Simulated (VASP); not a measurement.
Band structure of AlGaSb2 (space group R3m). These are PBEsol GGA, VASP's PBE PAW potentials (set 64) (plane waves; VASP 6.6.1) values and carry that method's errors.

Unless said otherwise, spin-orbit coupling is left out, though it shifts the bands of the heavy elements here.

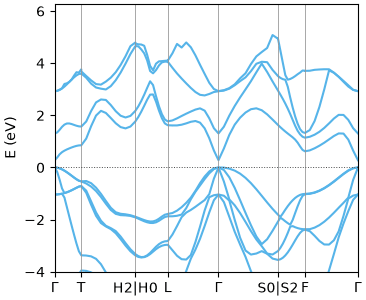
Figure. Bands along high-symmetry lines, zero at the valence-band maximum or, without a gap, the Fermi level

Q: Read the plot: is there a gap, and where are the band edges?

A: The gap is direct, 0.28 eV, from the valence maximum at Γ to the conduction minimum at Γ. (Edges off the drawn lines would not show.)

The structure comes from a computed database's AlGaSb2 entry (R3m); how it stands against other phases isn't given here. It was relaxed first.
